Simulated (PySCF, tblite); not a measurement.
**C5H4O2S: a rotation path, then NMR shifts on frames**

Aim: move C5H4O2S (`O=COc1ccsc1`) away from its starting geometry and see how NMR shifts follow the geometry.

Computed with tblite 0.8.0 and PySCF 2.14.0, with density-fitted response routines of our own, on a single molecule in the gas phase. Atoms are numbered from 0 throughout.

### 1 Starting geometry

12 atoms, charge 0, multiplicity 1; geometry from: GFN2-xTB.

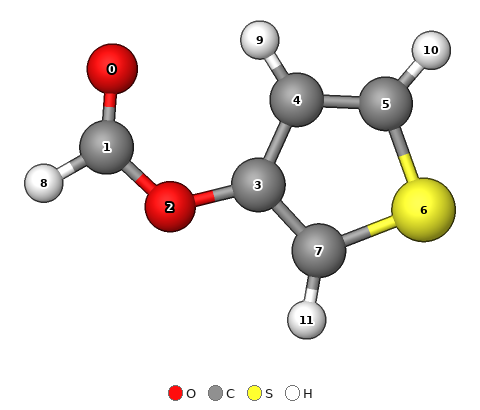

As it starts; oxygen red, carbon grey, sulfur yellow, hydrogen white, atoms numbered; sticks join atoms by distance.

### 2 The rotation path with GFN2-xTB

What the job is given:

```
{"job": {"kind": "neb", "xc": "GFN2-xTB", "basis": "xTB", "atoms": [4, 3, 2, 1], "turn": 180}, "charge": 0, "multiplicity": 1}
O      2.010365     1.604421    -0.357590
C      2.242643     0.438257    -0.468380
O      1.416986    -0.587521    -0.331329
C      0.075593    -0.441177    -0.024291
C     -0.671491     0.761630     0.074481
C     -1.969001     0.518794     0.382781
S     -2.303066    -1.157883     0.556740
C     -0.676011    -1.556699     0.211660
H      3.237536     0.025817    -0.713299
H     -0.254580     1.739543    -0.073451
H     -2.758001     1.230238     0.519268
H     -0.349775    -2.576105     0.197383
```

With the program's defaults for keys left out, this is: GFN2-xTB climbing-image nudged elastic band, gas phase.

Run with:

```bash
OMP_NUM_THREADS=1 python probes_run.py task.json out
```

One launch serves the whole session: the jobs run in the order shown.

The program printed:

```text
image   E - E0 / eV
  0      -0.0000
  1       0.0068
  2       0.0289
  3       0.0533
  4       0.0494
  5       0.0174
  6      -0.0178
  7      -0.0395
  8      -0.0430
```

Run time: 2.5 s. Hardware: 1 thread of Arm Neoverse V2, shared host; peak memory 0.18 GiB.

The final band, with the dihedral C4–C3–O2–C1:

| image | dihedral (°) | energy (eV) | energy (kcal/mol) |
| --- | --- | --- | --- |
| 0 | 6 | 0.000 | 0.0 |
| 1 | 31 | 0.007 | 0.2 |
| 2 | 55 | 0.029 | 0.7 |
| 3 | 79 | 0.053 | 1.2 |
| 4 | 102 | 0.049 | 1.1 |
| 5 | 124 | 0.017 | 0.4 |
| 6 | 146 | -0.018 | -0.4 |
| 7 | 166 | -0.039 | -0.9 |
| 8 | 186 | -0.043 | -1.0 |

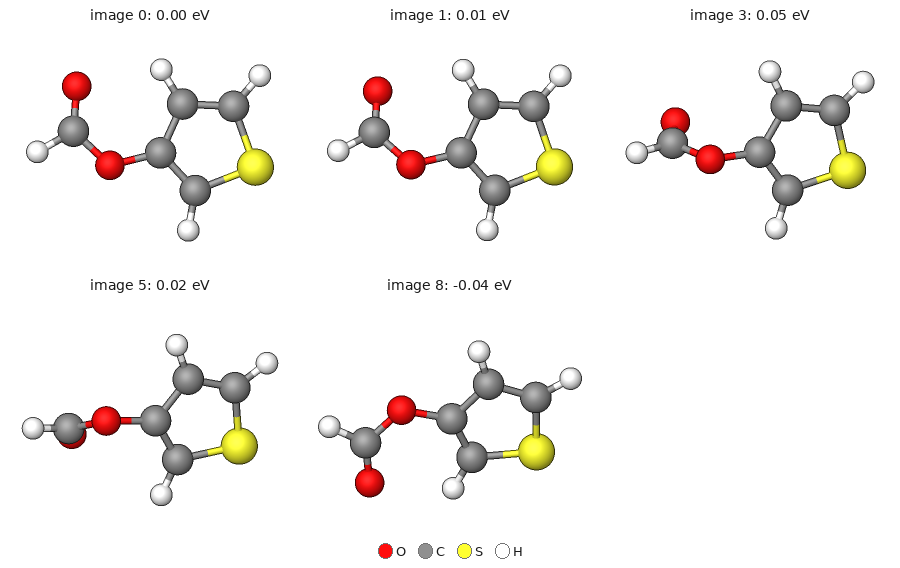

Images along the band.

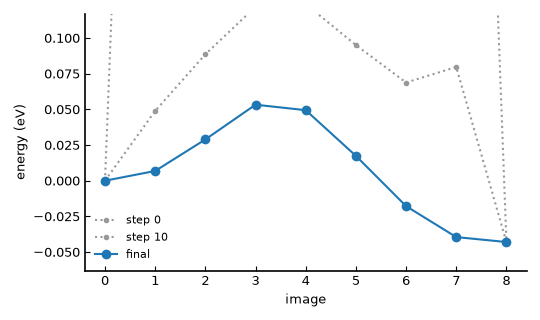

Energy along the band, early and final.

### 3 Nuclear shieldings: image 0, PBE0/pcSseg-1

What the job is given:

```
{"job": {"kind": "nmr", "xc": "PBE0", "basis": "pcSseg-1", "pop": false}, "charge": 0, "multiplicity": 1}
O      2.010400     1.604400    -0.357600
C      2.242600     0.438300    -0.468400
O      1.417000    -0.587500    -0.331300
C      0.075600    -0.441200    -0.024300
C     -0.671500     0.761600     0.074500
C     -1.969000     0.518800     0.382800
S     -2.303100    -1.157900     0.556700
C     -0.676000    -1.556700     0.211700
H      3.237500     0.025800    -0.713300
H     -0.254600     1.739500    -0.073500
H     -2.758000     1.230200     0.519300
H     -0.349800    -2.576100     0.197400
```

With the program's defaults for keys left out, this is: GIAO PBE0/pcSseg-1 NMR shielding, non-relativistic, gas phase.

The program printed:

```text
coarse grid: 11712 points
cycle   1  E = -740.7745679138  dE =  1.759e+00  |g| = 8.444e-01  |ddm| = 3.543e+00
cycle   2  E = -740.4376187029  dE =  3.369e-01  |g| = 1.576e+00  |ddm| = 1.560e+00
cycle   3  E = -740.8977108091  dE = -4.601e-01  |g| = 2.607e-01  |ddm| = 1.169e+00
cycle   4  E = -740.9092237606  dE = -1.151e-02  |g| = 8.427e-02  |ddm| = 2.217e-01
cycle   5  E = -740.9103904052  dE = -1.167e-03  |g| = 2.061e-02  |ddm| = 6.447e-02
cycle   6  E = -740.9104712326  dE = -8.083e-05  |g| = 8.450e-03  |ddm| = 2.305e-02
cycle   7  E = -740.9104886478  dE = -1.742e-05  |g| = 2.269e-03  |ddm| = 8.728e-03
cycle   8  E = -740.9104897429  dE = -1.095e-06  |g| = 7.290e-04  |ddm| = 2.281e-03
final grid: 111696 points
cycle   9  E = -740.9814178077  dE = -1.349e-05  |g| = 1.344e-02  |ddm| = 3.313e-02
cycle  10  E = -740.9813634532  dE =  5.435e-05  |g| = 2.105e-02  |ddm| = 2.513e-02
cycle  11  E = -740.9814526519  dE = -8.920e-05  |g| = 2.086e-03  |ddm| = 1.675e-02
cycle  12  E = -740.9814534929  dE = -8.410e-07  |g| = 3.744e-04  |ddm| = 1.585e-03
cycle  13  E = -740.9814535173  dE = -2.436e-08  |g| = 1.151e-04  |ddm| = 3.650e-04
cycle  14  E = -740.9814535198  dE = -2.523e-09  |g| = 4.886e-05  |ddm| = 1.309e-04
cycle  15  E = -740.9814535203  dE = -5.437e-10  |g| = 1.117e-05  |ddm| = 4.651e-05
converged SCF energy = -740.9814535203

GIAO shielding tensors (ppm)
atom      isotropic    diamagn.    paramagn.     s11        s22        s33       span
  0 O     -110.374     402.513    -512.887   -401.037   -216.756    286.672    687.709
  1 C       25.945     244.145    -218.201    -80.346     71.940     86.240    166.586
  2 O       97.627     399.939    -302.312    -80.008    138.342    234.548    314.557
  3 C       32.332     252.394    -220.063    -38.511     44.743     90.763    129.274
  4 C       60.585     253.168    -192.584    -17.779     42.310    157.223    175.002
  5 C       53.999     260.603    -206.604    -35.256     47.754    149.499    184.755
  6 S      327.211    1055.956    -728.745    148.506    344.969    488.160    339.654
  7 C       67.765     257.270    -189.505     -2.380     58.801    146.873    149.253
  8 H       23.484      25.530      -2.047     18.109     24.116     28.227     10.118
  9 H       23.077      32.385      -9.307     17.136     23.662     28.434     11.297
 10 H       24.547      30.717      -6.170     21.422     24.615     27.604      6.182
 11 H       24.782      30.846      -6.063     21.110     25.890     27.348      6.238
```

Wall time 13 s (1 thread of Arm Neoverse V2, shared host); peak memory 0.71 GiB.

The references, computed at this level on geometries of the same kind, shield at (ppm): 1H TMS 31.72, 13C TMS 186.9, 17O H2O 336.1, 33S CS2 504. Their shielding less the atom's gives the shift. The references are single molecules in the gas phase, so shifts against H2O, NH3, PH3, H3PO4 or CFCl3 are not on the usual liquid scales and can be off by tens of ppm. Each atom is listed at this fixed geometry, with no averaging over motion; a spectrum would average atoms that exchange fast.

| atoms | environment | σ (ppm) | δ (ppm) |
| --- | --- | --- | --- |
| C1 | ester carbonyl carbon | 25.9 | 161.0 |
| C3 | aromatic carbon bearing oxygen | 32.3 | 154.6 |
| C5 | aromatic CH next to the ring sulfur | 54.0 | 132.9 |
| C4 | aromatic CH | 60.6 | 126.3 |
| C7 | aromatic CH next to the ring sulfur | 67.8 | 119.2 |
| H9 | hydrogen on an aromatic CH | 23.08 | 8.64 |
| H8 | hydrogen on an ester carbonyl carbon | 23.48 | 8.23 |
| H10 | hydrogen on an aromatic CH next to the ring sulfur | 24.55 | 7.17 |
| H11 | hydrogen on an aromatic CH next to the ring sulfur | 24.78 | 6.93 |
| O0 | ester carbonyl oxygen | -110.4 | 446.5 |
| O2 | ester alkoxy oxygen | 97.6 | 238.5 |
| S6 | aromatic ring sulfur | 327 | 177 |

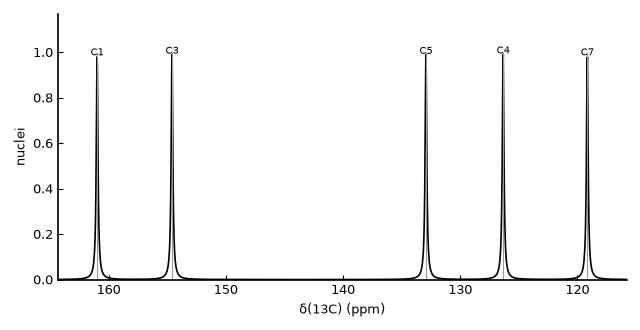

13C lines at the computed shifts, without couplings. Lines are broadened to a width of 0.17 ppm (Lorentzian).

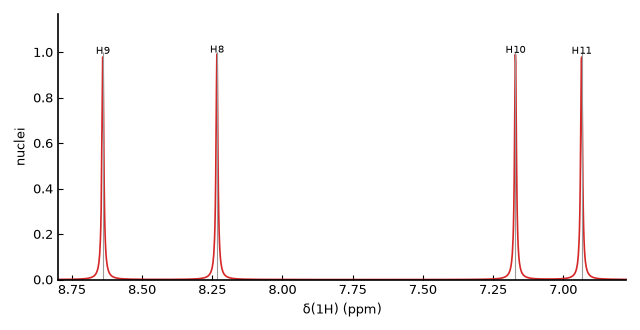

1H lines at the computed shifts, without couplings. Lines are broadened to a width of 0.01 ppm (Lorentzian).

Ring of atoms C3, C4, C5, S6, C7: NICS(0) -14.7, NICS(1) -11.4, NICS(1)zz -26.9 ppm (means of both faces).

### 4 Shielding tensors: image 1, PBE0/pcSseg-1

What the job is given:

```
{"job": {"kind": "nmr", "xc": "PBE0", "basis": "pcSseg-1", "pop": false}, "charge": 0, "multiplicity": 1}
O      2.082600     1.479600     0.110300
C      2.245800     0.415000    -0.403300
O      1.362900    -0.560100    -0.568900
C      0.054400    -0.431900    -0.131000
C     -0.705800     0.763600    -0.055300
C     -1.965900     0.526100     0.384300
S     -2.247700    -1.138500     0.704900
C     -0.647500    -1.538000     0.249800
H      3.203800     0.067100    -0.827700
H     -0.323300     1.734700    -0.306900
H     -2.756400     1.232500     0.538600
H     -0.301900    -2.550700     0.279100
```

Level: GIAO PBE0/pcSseg-1 NMR shielding, non-relativistic, gas phase.

The program printed:

```text
coarse grid: 11712 points
cycle   1  E = -740.7731356678  dE =  1.756e+00  |g| = 8.481e-01  |ddm| = 3.537e+00
cycle   2  E = -740.4324679625  dE =  3.407e-01  |g| = 1.585e+00  |ddm| = 1.507e+00
cycle   3  E = -740.8975388838  dE = -4.651e-01  |g| = 2.617e-01  |ddm| = 1.122e+00
cycle   4  E = -740.9091025868  dE = -1.156e-02  |g| = 8.532e-02  |ddm| = 2.201e-01
cycle   5  E = -740.9102992729  dE = -1.197e-03  |g| = 2.054e-02  |ddm| = 6.463e-02
cycle   6  E = -740.9103791247  dE = -7.985e-05  |g| = 8.517e-03  |ddm| = 2.307e-02
cycle   7  E = -740.9103966750  dE = -1.755e-05  |g| = 2.231e-03  |ddm| = 8.656e-03
cycle   8  E = -740.9103977286  dE = -1.054e-06  |g| = 7.238e-04  |ddm| = 2.285e-03
final grid: 111696 points
cycle   9  E = -740.9811489358  dE = -1.082e-05  |g| = 1.371e-02  |ddm| = 3.043e-02
cycle  10  E = -740.9810908278  dE =  5.811e-05  |g| = 2.163e-02  |ddm| = 2.548e-02
cycle  11  E = -740.9811851050  dE = -9.428e-05  |g| = 2.280e-03  |ddm| = 1.698e-02
cycle  12  E = -740.9811861118  dE = -1.007e-06  |g| = 3.633e-04  |ddm| = 1.676e-03
cycle  13  E = -740.9811861345  dE = -2.267e-08  |g| = 1.142e-04  |ddm| = 3.585e-04
cycle  14  E = -740.9811861371  dE = -2.551e-09  |g| = 4.833e-05  |ddm| = 1.310e-04
cycle  15  E = -740.9811861376  dE = -5.307e-10  |g| = 1.091e-05  |ddm| = 4.474e-05
converged SCF energy = -740.9811861376

GIAO shielding tensors (ppm)
atom      isotropic    diamagn.    paramagn.     s11        s22        s33       span
  0 O     -109.329     402.279    -511.608   -400.517   -222.344    294.873    695.390
  1 C       25.117     244.544    -219.427    -82.415     72.729     85.036    167.451
  2 O       97.013     400.358    -303.345    -71.134    136.468    225.706    296.841
  3 C       33.425     252.669    -219.244    -39.017     48.402     90.889    129.906
  4 C       60.128     253.154    -193.026    -18.783     40.102    159.064    177.847
  5 C       54.710     260.376    -205.665    -34.295     48.151    150.275    184.570
  6 S      323.572    1055.960    -732.388    153.165    337.712    479.839    326.673
  7 C       66.982     257.335    -190.353     -4.689     58.143    147.492    152.181
  8 H       23.505      25.667      -2.162     18.511     23.961     28.044      9.532
  9 H       23.751      32.238      -8.487     19.127     24.177     27.949      8.822
 10 H       24.553      30.646      -6.093     21.484     24.606     27.570      6.086
 11 H       24.799      30.950      -6.151     21.220     25.933     27.244      6.024
```

Wall time 13 s (1 thread of Arm Neoverse V2, shared host); peak memory 0.75 GiB.

This run: δ C1 161.8, C3 153.5, C5 132.2, C4 126.8, H8 8.21, H9 7.97 ppm.

[end of part 1 of 2]
